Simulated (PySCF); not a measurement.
C₉H₁₂S, SMILES CC(C)/C=C\c1cccs1, GFN2-xTB optimised geometry. Atoms within 1.6 Å of the plane z = 0.0 Å (x, y, z in Å): C1 (-3.31, -1.23, -1.04), C2 (-2.12, -0.73, -0.22), C3 (-2.57, -0.28, 1.17), C4 (-1.10, -1.82, -0.09), C5 (0.23, -1.69, 0.01), C6 (1.05, -0.51, 0.00), C7 (2.42, -0.51, 0.00), C8 (2.99, 0.78, 0.00), C9 (2.05, 1.76, 0.01), S10 (0.45, 1.13, 0.01), H11 (-3.79, -2.07, -0.54), H13 (-4.05, -0.44, -1.16), H14 (-1.68, 0.12, -0.74), H17 (-3.32, 0.51, 1.08), H18 (-1.51, -2.82, -0.04), H19 (0.82, -2.60, 0.11), H20 (3.00, -1.42, 0.00), H21 (4.05, 0.96, 0.00), H22 (2.19, 2.82, 0.01).

Calculation: PySCF with PBE/def2-SVP. Cells within 0.4 Å of a nucleus heavier than hydrogen are left out (blank, or x).

Map of the HOMO amplitude (bohr^(-3/2)) on the plane z = 0.0 Å; orbital energy -5.09 eV, overall sign arbitrary:

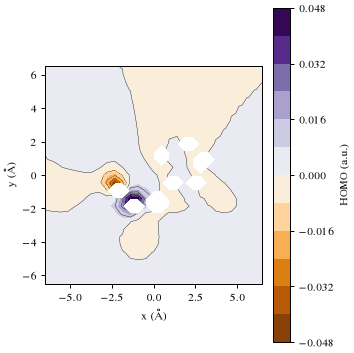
HOMO amplitude (bohr^(-3/2)) on the plane z = 0.0 Å.
